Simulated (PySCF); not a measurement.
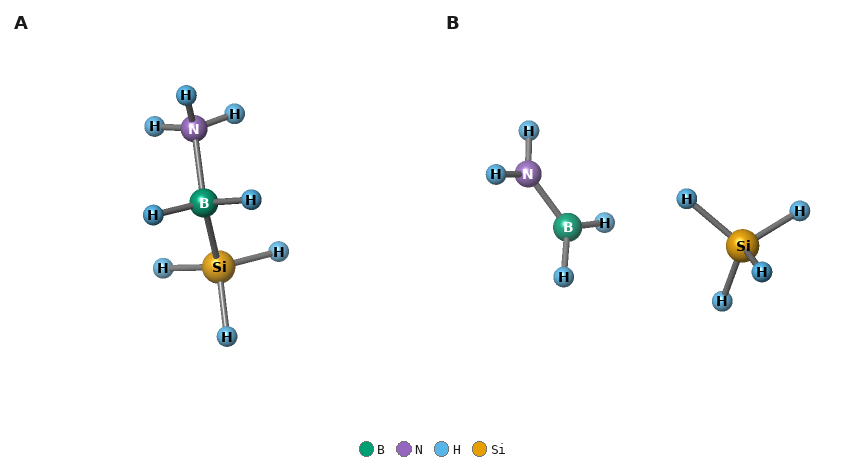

2 stationary structures of one formula. Geometries: PBE0-D4/def2-TZVP. Electronic energies: CCSD(T)/CBS (MP2 limit from def2-TZVPP and def2-QZVPP plus CCSD(T) − MP2) (PySCF 2.14.0), without zero-point energy. No frequency run is at hand to confirm each as a minimum. Each is one conformer, not always the lowest.

**Rank them by energy, lowest first.**

B is lowest; A lies 6.1 kcal/mol above it.

Give E(B) − E(A) in kcal/mol at these levels too: CCSD(T)/CBS (MP2 limit from def2-TZVPP and def2-QZVPP plus CCSD(T) − MP2); BHLYP-D4/def2-TZVPP; PBE-D4/def2-SVP; RHF/STO-3G; RHF-MP2 (frozen core)/def2-QZVPP; ωB97M-V/def2-TZVPP; PBE0-D4/def2-TZVP; RHF-CCSD(T) (frozen core)/def2-TZVPP.

```
                                                                    level  E(B) − E(A) (kcal/mol)
CCSD(T)/CBS (MP2 limit from def2-TZVPP and def2-QZVPP plus CCSD(T) − MP2)                    −6.1
                                                      BHLYP-D4/def2-TZVPP                    −9.4
                                                          PBE-D4/def2-SVP                    −0.6
                                                               RHF/STO-3G                    −4.6
                                         RHF-MP2 (frozen core)/def2-QZVPP                    −6.0
                                                       ωB97M-V/def2-TZVPP                    −6.8
                                                        PBE0-D4/def2-TZVP                    −2.4
                                     RHF-CCSD(T) (frozen core)/def2-TZVPP                    −6.5
```
